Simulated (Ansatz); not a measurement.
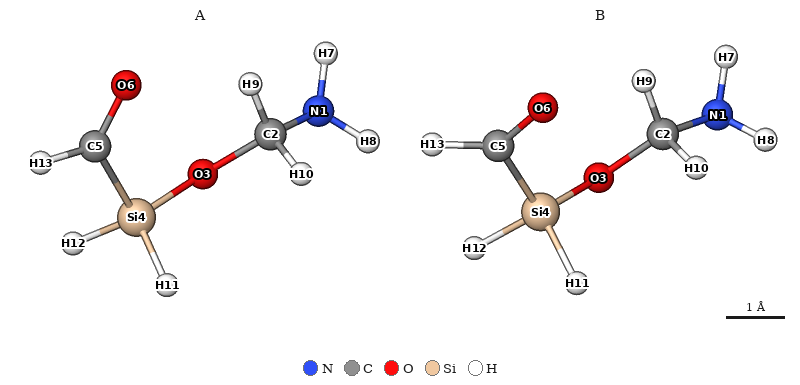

Two geometries of C₂H₇NO₂Si, drawn at one scale. One is the start of a relaxation, the other its converged end. A ball-and-stick model, seen at a tilt.

Method: RKS B3LYP-D4/def2-SVP (Ansatz). (no spin polarisation; force threshold 0.015 eV/Å; at most 40 steps)

Question: Which of the two is the end point?

Answer: Structure A is the relaxed one. The run prepares an end point of a later path (inversion) calculation, from a guessed geometry. The atom that moves furthest after the best rigid fit is O6 (0.66 Å). By element the largest moves are O 0.66 Å, H 0.56 Å, C 0.16 Å, N 0.16 Å, Si 0.14 Å. Among the contacts that change: N1–C2 1.509 → 1.414 Å, Si4–C5 1.845 → 1.935 Å, N1–H8 0.969 → 1.012 Å, O3–Si4 1.608 → 1.650 Å. Bond angles that change, for instance: C2–N1–H7 103.0° → 116.4°, C2–N1–H8 104.3° → 116.9°, C2–O3–Si4 115.0° → 126.4°. Groups turn about Si4–C5 by about 40°. After 19 accepted moves (23 points after the start) the energy has fallen by 16.0 kcal/mol. Largest force component: 4 eV/Å at the start, 0.0083 eV/Å at the end. The line search rejected the trial steps at points 5, 8, 17, 22 of the run. The forces were under the threshold at step 18, but the run went on from there. The run took 57 s on 2 threads of Intel(R) Xeon(R) 6975P-C (Granite Rapids) (shared host), peak memory 0.32 GiB.
